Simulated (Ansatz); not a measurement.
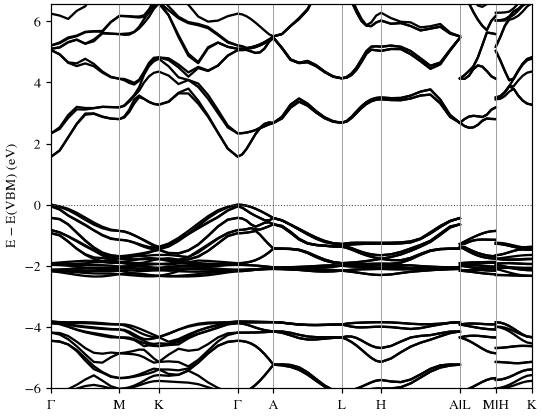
Figure. Band structure from r²SCAN with spin–orbit coupling in the plane-wave PAW code Ansatz

Problem. Read off the gap and where the band edges lie.

Solution. About 1.6 eV (1.57 eV by a search for the band edges); maximum at Γ, minimum at Γ.

The material is CuI (wurtzite, P6_3mc).

The workflow started from a Materials Project entry (that database holds measured and hypothetical structures alike); the Crystallography Open Database files this formula in space group No. 186, but the cells were not matched. It is not the phase usual at ambient conditions (space group No. 216). The cell was relaxed with r²SCAN under the symmetry of its start; its stability against distortions is not shown here. No spin polarisation was allowed.

Potentials: the later of the program's two PAW sets.
